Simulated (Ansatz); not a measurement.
C$_{2}$H$_{8}$GaN (charge +1): geometry relaxation (part 3 of 3)

C$_{2}$H$_{8}$GaN, charge +1, multiplicity 2; HF/3-21G, UHF (Ansatz 0.2.0). The starting geometry was optimised with HF/3-21G.

Geometry of the input (Å):
```
C  -0.4876  1.7963  -0.3773
Ga -0.1071  -0.1288  -0.0702
C  1.4445  -0.7726  0.9899
N  -1.2190  -1.3455  -0.7851
H  -1.3728  1.9405  -0.9900
H  -0.6482  2.3195  0.5622
H  0.3437  2.2858  -0.8784
H  1.4128  -0.3871  2.0059
H  1.4712  -1.8568  1.0495
H  2.3833  -0.4433  0.5514
H  -2.0276  -1.1253  -1.3352
H  -1.1162  -2.3381  -0.6887
```

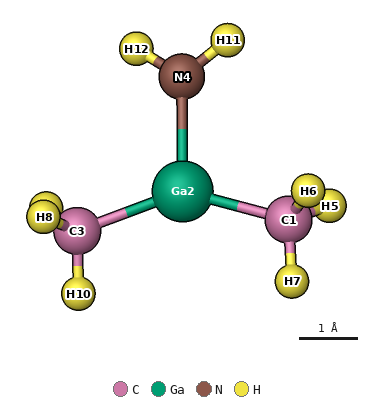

**Figure 1.** The geometry at step 36 of the log (ball-and-stick view, seen at a tilt; atoms are numbered from 1 in the order of the input).

## Trajectory as extended XYZ, continued
```
12
Properties=species:S:1:pos:R:3:forces:R:3 step=27 energy=-55722.62709 accepted=F
C    -0.5075    1.8478   -0.5073   -0.0451   0.1219  -0.0395
Ga    0.1048    0.0742    0.0228   -0.0095   0.0050  -0.0131
C     1.5405   -0.8676    0.9447    0.1176  -0.0527   0.0809
N    -1.3029   -1.2863   -0.5679    0.0499  -0.0461   0.0389
H    -0.9141    1.8711   -1.5192    0.0720   0.0143   0.1784
H    -1.2795    2.2226    0.1682    0.1264  -0.0477  -0.1292
H     0.3251    2.5494   -0.4688   -0.1489  -0.0998  -0.0110
H     1.3863   -0.8424    2.0251    0.0372  -0.0239  -0.1642
H     1.6392   -1.9114    0.6493   -0.0061   0.1610   0.0490
H     2.4925   -0.3750    0.7469   -0.1426  -0.0857   0.0375
H    -2.2463   -1.0412   -0.8631   -0.0348  -0.0041  -0.0202
H    -1.1611   -2.2966   -0.5966   -0.0161   0.0577  -0.0074
12
Properties=species:S:1:pos:R:3:forces:R:3 step=28 energy=-55722.62866
C    -0.5088    1.8495   -0.5037   -0.0124  -0.0077   0.0156
Ga    0.1014    0.0770    0.0283    0.0325  -0.0250  -0.0210
C     1.5368   -0.8666    0.9499   -0.0401   0.0237  -0.0007
N    -1.2950   -1.2901   -0.5740   -0.0063   0.0597  -0.0182
H    -0.9471    1.8700   -1.4962    0.0006  -0.0052  -0.0111
H    -1.2514    2.2339    0.1904   -0.0166   0.0200  -0.0025
H     0.3243    2.5440   -0.4984    0.0084  -0.0057   0.0049
H     1.3947   -0.8182    2.0259    0.0141  -0.0141   0.0279
H     1.6142   -1.9128    0.6763    0.0051  -0.0202  -0.0090
H     2.4902   -0.3969    0.7335    0.0177   0.0143  -0.0040
H    -2.2372   -1.0487   -0.8786   -0.0082  -0.0077   0.0073
H    -1.1450   -2.2965   -0.6193    0.0052  -0.0322   0.0108
12
Properties=species:S:1:pos:R:3:forces:R:3 step=29 energy=-55722.62926
C    -0.5061    1.8489   -0.5099   -0.0340   0.0287   0.0257
Ga    0.1017    0.0781    0.0297    0.0453  -0.0238  -0.0726
C     1.5411   -0.8675    0.9434   -0.0523   0.0056   0.0242
N    -1.2998   -1.2862   -0.5683   -0.0457   0.0407   0.0896
H    -0.9048    1.8731   -1.5202    0.0176  -0.0083   0.0300
H    -1.2808    2.2208    0.1575    0.0208   0.0105  -0.0377
H     0.3207    2.5508   -0.4656   -0.0242  -0.0200   0.0016
H     1.3839   -0.8567    2.0190    0.0223  -0.0163   0.0040
H     1.6408   -1.9033    0.6371    0.0066   0.0003  -0.0041
H     2.4884   -0.3738    0.7545    0.0086   0.0113  -0.0026
H    -2.2475   -1.0446   -0.8563    0.0172  -0.0027  -0.0295
H    -1.1607   -2.2951   -0.5870    0.0178  -0.0260  -0.0285
12
Properties=species:S:1:pos:R:3:forces:R:3 step=30 energy=-55722.63013
C    -0.5038    1.8462   -0.5170   -0.0512   0.1082  -0.0124
Ga    0.1080    0.0771    0.0233   -0.0087  -0.0194  -0.0078
C     1.5477   -0.8685    0.9369    0.0196  -0.0420   0.0459
N    -1.3134   -1.2806   -0.5438   -0.0116  -0.0328   0.0237
H    -0.8590    1.8754   -1.5466    0.0497   0.0072   0.1326
H    -1.3140    2.2028    0.1212    0.1143  -0.0368  -0.1038
H     0.3147    2.5575   -0.4294   -0.1086  -0.0646  -0.0183
H     1.3714   -0.8996    2.0121    0.0313  -0.0087  -0.1080
H     1.6752   -1.8930    0.5947    0.0064   0.0969   0.0360
H     2.4885   -0.3464    0.7810   -0.0622  -0.0469   0.0198
H    -2.2578   -1.0343   -0.8395    0.0216   0.0005  -0.0026
H    -1.1806   -2.2920   -0.5589   -0.0007   0.0384  -0.0051
12
Properties=species:S:1:pos:R:3:forces:R:3 step=32 energy=-55722.63278
C    -0.5017    1.8470   -0.5223    0.0012  -0.0041  -0.0008
Ga    0.1056    0.0793    0.0293   -0.0024  -0.0024   0.0002
C     1.5493   -0.8701    0.9310   -0.0018   0.0000  -0.0036
N    -1.3211   -1.2778   -0.5222    0.0052   0.0020   0.0028
H    -0.8261    1.8734   -1.5583    0.0032   0.0030  -0.0010
H    -1.3288    2.1993    0.0883   -0.0016  -0.0007  -0.0021
H     0.3065    2.5621   -0.4141   -0.0010   0.0015   0.0004
H     1.3598   -0.9535    1.9980   -0.0016  -0.0041  -0.0006
H     1.7069   -1.8730    0.5478    0.0064   0.0015  -0.0024
H     2.4789   -0.3231    0.8135   -0.0013   0.0011   0.0034
H    -2.2593   -1.0299   -0.8337   -0.0057   0.0010  -0.0006
H    -1.1930   -2.2890   -0.5232   -0.0006   0.0011   0.0042
12
Properties=species:S:1:pos:R:3:forces:R:3 step=33 energy=-55722.63002 accepted=F
C    -0.4949    1.8472   -0.5381   -0.0351   0.0185  -0.0491
Ga    0.1055    0.0830    0.0343   -0.0268   0.0061  -0.0050
C     1.5566   -0.8738    0.9143    0.2099  -0.1734   0.1167
N    -1.3405   -1.2696   -0.4759   -0.0074  -0.0265   0.0164
H    -0.7353    1.8742   -1.5999    0.0220   0.0167   0.0953
H    -1.3778    2.1791    0.0057    0.0704  -0.0245  -0.0393
H     0.2903    2.5758   -0.3612   -0.0451  -0.0219  -0.0111
H     1.3236   -1.0856    1.9646    0.0973   0.0581  -0.3322
H     1.7926   -1.8274    0.4283   -0.0529   0.3216   0.1818
H     2.4601   -0.2586    0.8966   -0.2321  -0.2045   0.0356
H    -2.2709   -1.0169   -0.8076    0.0103  -0.0154  -0.0024
H    -1.2321   -2.2829   -0.4270   -0.0105   0.0452  -0.0066
12
Properties=species:S:1:pos:R:3:forces:R:3 step=34 energy=-55722.63406
C    -0.4980    1.8469   -0.5304   -0.0064   0.0014  -0.0127
Ga    0.1060    0.0806    0.0299   -0.0039   0.0017   0.0003
C     1.5536   -0.8717    0.9218    0.0450  -0.0405   0.0237
N    -1.3316   -1.2741   -0.4986    0.0001   0.0052   0.0046
H    -0.7782    1.8767   -1.5799    0.0075   0.0050   0.0197
H    -1.3550    2.1859    0.0462    0.0121  -0.0047  -0.0092
H     0.2973    2.5698   -0.3836   -0.0106  -0.0061  -0.0013
H     1.3424   -1.0160    1.9801    0.0150   0.0053  -0.0680
H     1.7491   -1.8508    0.4908   -0.0055   0.0697   0.0298
H     2.4706   -0.2929    0.8532   -0.0512  -0.0357   0.0116
H    -2.2652   -1.0235   -0.8221    0.0009  -0.0047  -0.0003
H    -1.2140   -2.2863   -0.4732   -0.0031   0.0034   0.0018
12
Properties=species:S:1:pos:R:3:forces:R:3 step=35 energy=-55722.63282 accepted=F
C    -0.4928    1.8475   -0.5418   -0.0092  -0.0092  -0.0042
Ga    0.1073    0.0828    0.0273    0.0163  -0.0037  -0.0498
C     1.5577   -0.8740    0.9097    0.1046  -0.0992   0.0837
N    -1.3381   -1.2708   -0.4820   -0.0386  -0.0077   0.1331
H    -0.7234    1.8839   -1.6029    0.0049  -0.0014   0.0110
H    -1.3801    2.1702   -0.0039    0.0022   0.0050  -0.0020
H     0.2854    2.5783   -0.3518    0.0002   0.0028   0.0023
H     1.3144   -1.0995    1.9507    0.0675   0.0335  -0.1928
H     1.8051   -1.8166    0.4181   -0.0328   0.1844   0.1010
H     2.4551   -0.2562    0.9120   -0.1376  -0.1168   0.0169
H    -2.2737   -1.0183   -0.7978    0.0112  -0.0096  -0.0509
H    -1.2399   -2.2827   -0.4036    0.0115   0.0218  -0.0483
12
Properties=species:S:1:pos:R:3:forces:R:3 step=36 energy=-55722.63428
C    -0.4962    1.8453   -0.5360    0.0045   0.0045  -0.0216
Ga    0.1094    0.0800    0.0251   -0.0323   0.0046   0.0547
C     1.5571   -0.8727    0.9164    0.0473  -0.0273   0.0067
N    -1.3418   -1.2707   -0.4759    0.0282  -0.0045  -0.0874
H    -0.7550    1.8794   -1.5908    0.0053   0.0098   0.0178
H    -1.3666    2.1764    0.0249    0.0163  -0.0140  -0.0087
H     0.2920    2.5718   -0.3695   -0.0125  -0.0035  -0.0053
H     1.3303   -1.0540    1.9654    0.0052   0.0079  -0.0588
H     1.7785   -1.8336    0.4589   -0.0020   0.0523   0.0260
H     2.4640   -0.2758    0.8822   -0.0407  -0.0338   0.0076
H    -2.2676   -1.0183   -0.8203   -0.0006  -0.0070   0.0361
H    -1.2271   -2.2833   -0.4463   -0.0187   0.0110   0.0329
12
Properties=species:S:1:pos:R:3:forces:R:3 step=37 energy=-55722.63568
C    -0.4935    1.8455   -0.5414    0.0048   0.0025  -0.0082
Ga    0.1097    0.0808    0.0240   -0.0168   0.0026   0.0187
C     1.5595   -0.8738    0.9099    0.0438  -0.0259   0.0203
N    -1.3451   -1.2689   -0.4690    0.0044  -0.0283  -0.0130
H    -0.7286    1.8839   -1.6014    0.0029   0.0034   0.0083
H    -1.3781    2.1684    0.0013    0.0085  -0.0065  -0.0052
H     0.2863    2.5757   -0.3536   -0.0068  -0.0007  -0.0034
H     1.3175   -1.0946    1.9482    0.0148   0.0086  -0.0635
H     1.8069   -1.8147    0.4245   -0.0066   0.0566   0.0285
H     2.4554   -0.2593    0.9117   -0.0481  -0.0397   0.0051
H    -2.2710   -1.0167   -0.8133    0.0105  -0.0081   0.0090
H    -1.2421   -2.2819   -0.4068   -0.0113   0.0355   0.0034
12
Properties=species:S:1:pos:R:3:forces:R:3 step=38 energy=-55722.63612
C    -0.4909    1.8457   -0.5461   -0.0033   0.0104   0.0011
Ga    0.1084    0.0819    0.0260   -0.0018  -0.0024  -0.0063
C     1.5612   -0.8746    0.9047    0.0529  -0.0317   0.0432
N    -1.3496   -1.2676   -0.4586   -0.0074  -0.0569   0.0140
H    -0.7087    1.8857   -1.6098    0.0037  -0.0015   0.0132
H    -1.3857    2.1643   -0.0173    0.0132  -0.0024  -0.0106
H     0.2832    2.5783   -0.3441   -0.0111  -0.0065  -0.0038
H     1.3070   -1.1324    1.9323    0.0308   0.0135  -0.0880
H     1.8326   -1.7959    0.3933   -0.0159   0.0773   0.0422
H     2.4464   -0.2445    0.9393   -0.0688  -0.0581   0.0028
H    -2.2727   -1.0159   -0.8109    0.0176  -0.0104   0.0014
H    -1.2541   -2.2804   -0.3748   -0.0099   0.0687  -0.0092
12
Properties=species:S:1:pos:R:3:forces:R:3 step=39 energy=-55722.63640
C    -0.4903    1.8457   -0.5474   -0.0050   0.0111   0.0021
Ga    0.1080    0.0823    0.0266    0.0017  -0.0029  -0.0074
C     1.5614   -0.8748    0.9036    0.0471  -0.0273   0.0420
N    -1.3509   -1.2672   -0.4551   -0.0095  -0.0501   0.0126
H    -0.7059    1.8852   -1.6116    0.0034  -0.0021   0.0121
H    -1.3860    2.1646   -0.0206    0.0126  -0.0020  -0.0104
H     0.2834    2.5786   -0.3444   -0.0102  -0.0074  -0.0032
H     1.3040   -1.1444    1.9269    0.0270   0.0121  -0.0776
H     1.8406   -1.7890    0.3845   -0.0153   0.0666   0.0357
H     2.4428   -0.2406    0.9491   -0.0611  -0.0503   0.0007
H    -2.2727   -1.0160   -0.8115    0.0173  -0.0094   0.0017
H    -1.2573   -2.2797   -0.3661   -0.0079   0.0615  -0.0082
12
Properties=species:S:1:pos:R:3:forces:R:3 step=41 energy=-55722.63753
C    -0.4862    1.8461   -0.5560   -0.0080   0.0066  -0.0012
Ga    0.1062    0.0846    0.0296    0.0079  -0.0035   0.0003
C     1.5628   -0.8760    0.8972    0.0466  -0.0357   0.0411
N    -1.3595   -1.2644   -0.4316   -0.0221   0.0038  -0.0093
H    -0.6923    1.8799   -1.6220    0.0006  -0.0024   0.0003
H    -1.3861    2.1688   -0.0395    0.0010  -0.0022  -0.0018
H     0.2856    2.5798   -0.3509    0.0030  -0.0042   0.0016
H     1.2835   -1.2282    1.8888    0.0195   0.0190  -0.0696
H     1.8946   -1.7399    0.3251   -0.0198   0.0576   0.0356
H     2.4171   -0.2161    1.0177   -0.0485  -0.0390  -0.0072
H    -2.2700   -1.0172   -0.8187    0.0189  -0.0061   0.0082
H    -1.2788   -2.2728   -0.3056    0.0008   0.0063   0.0022
12
Properties=species:S:1:pos:R:3:forces:R:3 step=42 energy=-55722.63752 accepted=F
C    -0.4851    1.8457   -0.5589   -0.0046   0.0030   0.0036
Ga    0.1065    0.0850    0.0295    0.0155  -0.0035  -0.0238
C     1.5634   -0.8764    0.8956    0.0300  -0.0301   0.0353
N    -1.3593   -1.2636   -0.4322    0.0127   0.0030   0.0772
H    -0.6909    1.8775   -1.6249   -0.0003  -0.0039  -0.0046
H    -1.3848    2.1700   -0.0435   -0.0041   0.0010   0.0014
H     0.2870    2.5792   -0.3550    0.0054   0.0002   0.0030
H     1.2765   -1.2554    1.8744    0.0162   0.0153  -0.0505
H     1.9130   -1.7221    0.3079   -0.0162   0.0420   0.0254
H     2.4073   -0.2093    1.0420   -0.0340  -0.0265  -0.0061
H    -2.2690   -1.0167   -0.8171   -0.0336   0.0111  -0.0419
H    -1.2875   -2.2692   -0.2838    0.0130  -0.0116  -0.0189
12
Properties=species:S:1:pos:R:3:forces:R:3 step=43 energy=-55722.63773
C    -0.4859    1.8454   -0.5575    0.0011   0.0013  -0.0048
Ga    0.1073    0.0845    0.0289   -0.0059   0.0012   0.0200
C     1.5635   -0.8763    0.8965    0.0045  -0.0019   0.0023
N    -1.3626   -1.2627   -0.4246    0.0307  -0.0010  -0.0319
H    -0.6918    1.8783   -1.6236    0.0002   0.0012  -0.0019
H    -1.3857    2.1685   -0.0414   -0.0013  -0.0031   0.0008
H     0.2862    2.5789   -0.3528    0.0020  -0.0002  -0.0003
H     1.2808   -1.2409    1.8804   -0.0047  -0.0014  -0.0030
H     1.9035   -1.7302    0.3179    0.0019   0.0007  -0.0032
H     2.4119   -0.2139    1.0294   -0.0001   0.0022  -0.0014
H    -2.2680   -1.0165   -0.8214   -0.0244   0.0076   0.0057
H    -1.2822   -2.2706   -0.2978   -0.0040  -0.0068   0.0177
12
Properties=species:S:1:pos:R:3:forces:R:3 step=44 energy=-55722.63802
C    -0.4850    1.8455   -0.5592   -0.0005  -0.0005  -0.0004
Ga    0.1069    0.0851    0.0301    0.0002   0.0006  -0.0002
C     1.5641   -0.8767    0.8952   -0.0005  -0.0004  -0.0003
N    -1.3627   -1.2622   -0.4239   -0.0005  -0.0007   0.0004
H    -0.6875    1.8773   -1.6260    0.0005   0.0002  -0.0003
H    -1.3867    2.1682   -0.0462    0.0000   0.0004  -0.0005
H     0.2862    2.5793   -0.3526    0.0000   0.0004   0.0001
H     1.2771   -1.2584    1.8712    0.0001  -0.0020  -0.0004
H     1.9146   -1.7189    0.3058    0.0012   0.0007  -0.0014
H     2.4062   -0.2096    1.0433   -0.0004   0.0009   0.0018
H    -2.2682   -1.0165   -0.8222    0.0007   0.0001   0.0000
H    -1.2880   -2.2687   -0.2816   -0.0008   0.0004   0.0013
```

## Results in brief

```csv
quantity,value
outcome,converged
total energy,−2047.769177 hartree
basis functions,66
largest force,0.002 eV/Å
⟨S²⟩,0.758
SCF solution under orbital rotations,stable
wall time,55 s
peak memory,0.2 GiB
```
